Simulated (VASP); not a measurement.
Band structure of TiB (relaxed from the rock salt structure, space group Fm-3m). Calculation: PBE GGA, VASP's PBE PAW potentials (set 64) (plane waves; VASP 6.6.1).

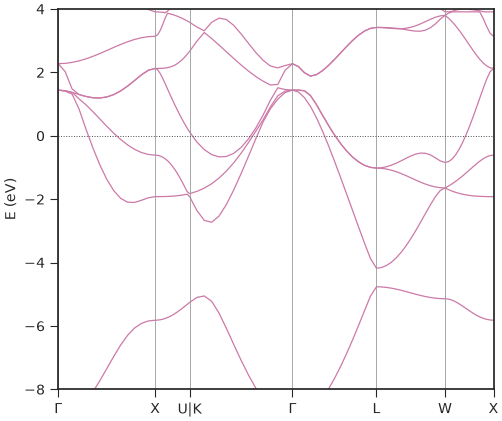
Figure: Bands along high-symmetry lines, zero at the valence-band maximum or, without a gap, the Fermi level

### Question
Read the plot: is there a gap, and where are the band edges?

### Answer
It has no gap at this level: it comes out as a metal or semimetal. (Edges off the drawn lines would not show.)

The structure was generated: TiB was put into the rock salt type (Fm-3m), which need not be its known phase. It was relaxed first, which changed the volume by -36 %. The electron count is odd and the run is not spin-polarised, which forces a metal.
